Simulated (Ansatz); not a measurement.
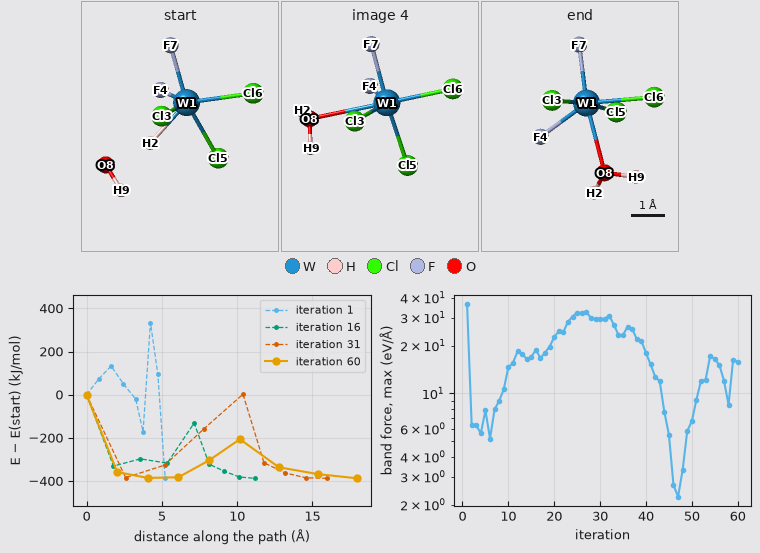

A search for the minimum-energy path of WH2OCl3F2 (multiplicity 2) by the nudged elastic band. Images are numbered from 0 (start) to 8 (end). The plot follows the band through its iterations. A ball-and-stick model, seen from a free direction.

Level of theory: UKS PBE/def2-SVP (Ansatz). Run with 7 movable images; climbing image; force threshold 0.03 eV/Å; iteration limit 60; spring constant 50.0 eV/Å²; starting path through a guess of the saddle point.

Judge this run.

Answer. The result isn't final. The band hadn't converged when the run stopped after 60 iterations. The largest component of the band force went from 36 to 16 eV/Å. The spring constant is far from the usual few eV/Å², which spoils the spacing or the steps. The first iteration put the highest image at 333.7 kJ/mol. No barrier shows: the energy is highest at the start, and the end lies 387.4 kJ/mol below the start.

Cost: 17 min on 4 threads of Intel(R) Xeon(R) 6975P-C (Granite Rapids), on a shared host, peak memory 0.47 GiB.
